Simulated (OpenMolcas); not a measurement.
**[SF3]+ (SMILES F[S+](F)F): a chain of runs**

We compute a series of 16 runs (HF/6-31G, CASSCF(10,10)/6-31G, MC-PDFT[trevPBE](10,10)/6-31G, PC-NEVPT2(10,10)/6-31G, CASPT2(10,10)/6-31G, CASPT2[IPEA 0](10,10)/6-31G, CASPT2[IPEA 0.15](10,10)/6-31G, RASPT2(10,12)/6-31G, and more) of F3S. 

Program for the calculation: OpenMolcas 26.06.

1 further run of the same task is left out (it didn't finish).

## (1) The structure to begin with

The species is [SF3]+ (4 atoms), meant as a singlet with charge +1. SMILES: `F[S+](F)F`. The shape is that of a PBE0-D4/def2-TZVP optimisation.

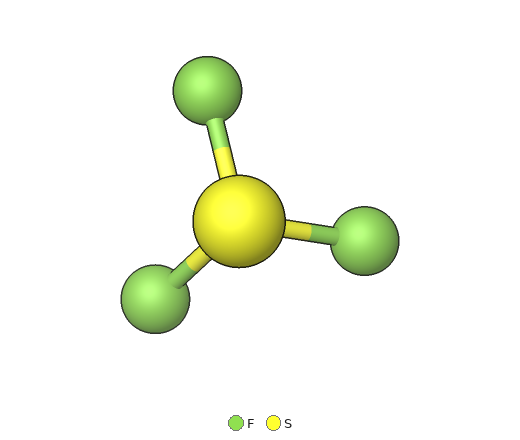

Viewed from a chosen angle; fluorine green, sulfur yellow.

## (2) A single-point energy at HF/6-31G (run 1)

The input, struct.xyz:

```xyz
4

F      0.623020     0.191030     1.167760
S      0.432770    -0.058560    -0.301740
F     -0.545420    -1.197460    -0.238600
F     -0.510370     1.064990    -0.627420
```

The input, step1.inp:

```
* F3S Hartree-Fock
>>> EXPORT MOLCAS_PRINT=2
&GATEWAY
Coord = struct.xyz
Basis = 6-31G
Group = NoSym
&SEWARD
&SCF
Charge = 1
PrOrbitals = 1 2
```

Command:

```bash
export MOLCAS_MEM=1860
pymolcas step1.inp > step1.log
```

The log of the run, cut to the lines that bear on the results:

```text
--- Start Module: gateway ---
[...]
--- Stop Module: gateway /rc=_RC_ALL_IS_WELL_ ---
--- Start Module: seward ---
[...]
      Basis functions           40
--- Stop Module: seward /rc=_RC_ALL_IS_WELL_ ---
--- Start Module: scf ---
[...]
       Convergence after  13 Iterations
[...]
::    Total SCF energy                               -695.1231084353
[...]
      Total spin, S                                     0.0000000000
[...]
      Total electronic charge=   42.000000
      Total            charge=    1.000000
[...]
      Dipole Moment (debye):
      Origin of the operator (angstrom)=    0.0631   -0.0085   -0.0440
                   X=  2.4220E+00               Y= -3.2774E-01               Z= -1.6887E+00           Total=  2.9708E+00
      Center of Charge (angstrom)
[...]
--- Stop Module: scf /rc=_RC_ALL_IS_WELL_ ---
[...]
```

It took 1.5 s on 1 thread of Intel Xeon 6975P-C (Granite Rapids), shared host; peak memory 0.38 GiB.

## (3) The excited states at CASSCF(10,10)/6-31G (2 states averaged) (run 2)

struct.xyz is that of step 2.

The input, step2.input:

```
&GATEWAY
  Coord=struct.xyz
  Basis=6-31G
  Group=NoSym

&SEWARD

&RASSCF
  FileOrb=$CurrDir/step1.ScfOrb
  Spin=1
  Nactel=10 0 0
  Inactive=16
  Ras2=10
  CIRoot=2 2 1
  OrbListing=NoCore
  OrbAppear=Compact
```

Command:

```bash
export MOLCAS_MEM=1860
pymolcas step2.input > step2.log
```

The log of the run, cut to the lines that bear on the results:

```text
--- Start Module: gateway ---
[...]
--- Stop Module: gateway /rc=_RC_ALL_IS_WELL_ ---
--- Start Module: seward ---
[...]
      Basis functions           40
--- Stop Module: seward /rc=_RC_ALL_IS_WELL_ ---
--- Start Module: rasscf ---
[...]
      Number of active orbitals                 10
[...]
      Spin quantum number                      0.0
[...]
      Active orbitals                           10
[...]
      Number of CSFs                         19404
[...]
      Number of root(s) required                 2
[...]
 ###    WARNING: Large orbital rotation.                                     ###
 ###############################################################################
      Molecular orbital  26 of symmetry 1 MO space 2  weight is    0.357282
[...]
      Convergence after 38 iterations
[...]
      printout of CI-coefficients larger than  0.05 for root  1
      energy=    -695.254889
      conf/sym  1111111111     Coeff  Weight
             1  2222200000   0.97005 0.94099
            27  2222020000  -0.05743 0.00330
            87  u222d20000   0.07018 0.00493
           237  0222220000  -0.05933 0.00352
[...]
      Natural orbitals and occupation numbers for root  1
      sym 1:   1.963786   1.981745   1.991251   1.983429   1.964194   0.041645   0.038327   0.018566   0.012033   0.005025
      Natural orbitals and occupation numbers for root  2
      sym 1:   1.947897   1.975953   1.982734   1.959091   1.064460   0.050744   0.969800   0.027153   0.010058   0.012111
      ************************************************************************************************************************
      *                                                    Final results                                                     *
[...]
::    RASSCF root number  1 Total energy:   -695.25488868
::    RASSCF root number  2 Total energy:   -694.88849201
[...]
      Total electronic charge=   42.000000
      Total            charge=    1.000000
[...]
      Dipole Moment (debye):
      Origin of the operator (angstrom)=    0.0631   -0.0085   -0.0440
                   X=  1.6901E+00               Y= -1.0645E+00               Z= -8.3073E-01           Total=  2.1633E+00
      Center of Charge (angstrom)
[...]
--- Stop Module: rasscf /rc=_RC_ALL_IS_WELL_ ---
[...]
```

Wall time 22 s (1 thread of Intel Xeon 6975P-C (Granite Rapids), shared host); peak memory 0.38 GiB.

Runs 3 to 15 aren't shown in full; the table further down has their settings and results.

## (4) The vertical excitations at MC-PDFT[tLSDA](10,10)/6-31G (2 states averaged) (run 16)

struct.xyz is that of step 3.

The input, step16.input:

```
* F3S MC-PDFT
>>> EXPORT MOLCAS_PRINT=2

&GATEWAY
  COORD=struct.xyz
  BASIS=6-31G
  GROUP=NoSym

&SEWARD
  GRIDINPUT
  Grid=UltraFine
  End of Grid

&RASSCF
  FILEORB=$CurrDir/step2.RasOrb
  SPIN=1
  NACTEL=10 0 0
  INACTIVE=16
  RAS2=10
  CIROOT=2 2 1
  ORBLISTING=NoCore
  ORBAPPEAR=Compact
  CMSI

&MCPDFT
  KSDFT=T:LSDA
  MSPDFT
```

Command:

```bash
export MOLCAS_MEM=1860
pymolcas step16.input > step16.log
```

The log of the run, cut to the lines that bear on the results:

```text
--- Start Module: gateway ---
[...]
--- Stop Module: gateway /rc=_RC_ALL_IS_WELL_ ---
[...]
      Basis functions           40
[...]
--- Start Module: rasscf ---
[...]
      Number of active orbitals                 10
[...]
      Spin quantum number                      0.0
[...]
      Active orbitals                           10
[...]
      Number of CSFs                         19404
[...]
      Number of root(s) required                 2
[...]
      Convergence after  9 iterations
[...]
      printout of CI-coefficients larger than  0.05 for root  1
      energy=    -695.088021
      conf/sym  1111111111     Coeff  Weight
             1  2222200000  -0.73816 0.54488
             3  2222u0d000  -0.61995 0.38434
            87  u222d20000  -0.05691 0.00324
            88  u222dud000  -0.05681 0.00323
           104  2220202000   0.06278 0.00394
           149  u22d202000  -0.05044 0.00254
[...]
      Natural orbitals and occupation numbers for root  1
      sym 1:   1.968092   1.979244   1.990516   1.956679   1.860852   0.045135   0.153981   0.023307   0.008955   0.013240
      Natural orbitals and occupation numbers for root  2
      sym 1:   1.950975   1.981692   1.982624   1.976287   1.771921   0.043948   0.249615   0.022266   0.011618   0.009054
      ************************************************************************************************************************
      *                                                    Final results                                                     *
[...]
::    RASSCF root number  1 Total energy:   -695.08802145
::    RASSCF root number  2 Total energy:   -695.05535924
[...]
      Total electronic charge=   42.000000
      Total            charge=    1.000000
[...]
      Dipole Moment (debye):
      Origin of the operator (angstrom)=    0.0631   -0.0085   -0.0440
                   X=  1.5420E+00               Y= -2.6142E+00               Z= -8.6419E-01           Total=  3.1557E+00
      Center of Charge (angstrom)
[...]
--- Stop Module: rasscf /rc=_RC_ALL_IS_WELL_ ---
[...]
--- Start Module: mcpdft ---
[...]
::    MSPDFT root number  1 Total energy:   -694.56249314
::    MSPDFT root number  2 Total energy:   -694.19616878
[...]
--- Stop Module: mcpdft /rc=_RC_ALL_IS_WELL_ ---
[...]
```

Wall time 6.9 s (1 thread of Intel Xeon 6975P-C (Granite Rapids), shared host); peak memory 0.38 GiB.

## (5) Overview of the runs

| run | level | starting guess | task | partner | energy (Eh) | wall time |
| --- | --- | --- | --- | --- | --- | --- |
| 1 | HF/6-31G | – | energy | base | -695.123108 | 1.5 s |
| 2 | CASSCF(10,10)/6-31G (2 states averaged) | orbitals of step 1 | excited | base | -695.254889 | 22 s |
| 3 | MC-PDFT[trevPBE](10,10)/6-31G (2 states averaged) | orbitals of step 2 | excited | base | -696.779421 | 7.2 s |
| 4 | CASSCF(10,10)/6-31G | orbitals of step 2 | frequencies | base | -695.368732 | 7.4 min |
| 5 | CASSCF(10,10)/6-31G (2 states averaged) | orbitals of step 2 | excited | base | -695.254890 | 7.8 s |
| 6 | PC-NEVPT2(10,10)/6-31G (pt2 variant QD-PC-NEVPT2, 2 states averaged) | orbitals of step 2 | excited | base | -695.550406 | 28 s |
| 7 | CASPT2(10,10)/6-31G (ipea shift 0.25 Eh, pt2 variant XDW, real shift 0.2 Eh, 2 states averaged) | orbitals of step 2 | excited | base | -695.558787 | 22 s |
| 8 | CASSCF(10,10)/6-31G (2 states averaged, root 1) | orbitals of step 2 | gradient | base | -695.254890 | 15 s |
| 9 | CASPT2[IPEA 0](10,10)/6-31G (ipea shift 0 Eh, pt2 variant SS, real shift 0.1 Eh) | orbitals of step 2 | energy | S2–F4 2.25 Å | -695.547994 | 13 s |
| 10 | CASPT2(10,10)/6-31G (ipea shift 0.25 Eh, pt2 variant XDW, 3 states averaged, weight exponent 1) | orbitals of step 2 | excited | base | -695.558799 | 41 s |
| 11 | CASPT2[IPEA 0](10,10)/6-31G (ipea shift 0 Eh, pt2 variant SS, 3 states averaged) | orbitals of step 2 | excited | base | -695.559721 | 33 s |
| 12 | CASPT2[IPEA 0.15](10,10)/6-31G (ipea shift 0.15 Eh, pt2 variant MS, real shift 0.1 Eh, 2 states averaged) | orbitals of step 2 | excited | base | -695.559683 | 19 s |
| 13 | RASPT2(10,12)/6-31G (ipea shift 0.25 Eh, pt2 variant SS, 2 states averaged) | orbitals of step 2 | excited | base | not converged | 3.3 min |
| 14 | MC-PDFT[tLSDA](10,10)/6-31G (hybrid share 0.25, 2 states averaged) | orbitals of step 2 | excited | triplet | -694.445750 | 15 s |
| 15 | CASSCF(10,10)/6-31G (root 2, 2 states averaged) | orbitals of step 2 | optimise | base | -695.284524 | 6.7 min |
| 16 | MC-PDFT[tLSDA](10,10)/6-31G (2 states averaged) | orbitals of step 2 | excited | base | -694.562493 | 6.9 s |

## (6) Results

| quantity | value |
| --- | --- |
| run 16, MC-PDFT[tLSDA](10,10)/6-31G: energy of the lowest of 2 roots | -694.56249 Eh |
| run 16, MC-PDFT[tLSDA](10,10)/6-31G: lowest excitation energy within this active space | 9.97 eV |

All runs together took 21 min, the longest 7.4 min. 1 of the 16 runs did not end normally.
